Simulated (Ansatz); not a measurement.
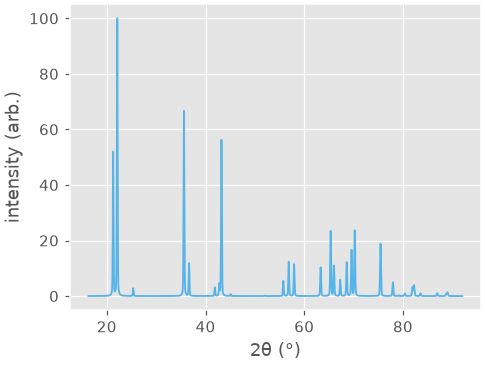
Figure: Simulated powder pattern, Cu Kα1, λ = 1.54056 Å

The pattern belongs to a structure relaxed with r²SCAN in the plane-wave PAW code Ansatz.

Question: Which compound is it?
(A) B, α-B12
(B) LaB6, Pm-3m (La on 1a, B on 6f)
(C) BP, zinc blende
(D) BN, zinc blende

Answer: A, B, α-B12

Space group R-3m (α-B12). The r²SCAN relaxation kept the symmetry of its start; phonons on a q-mesh show no instability.

Potentials: the earlier of the program's two PAW sets.
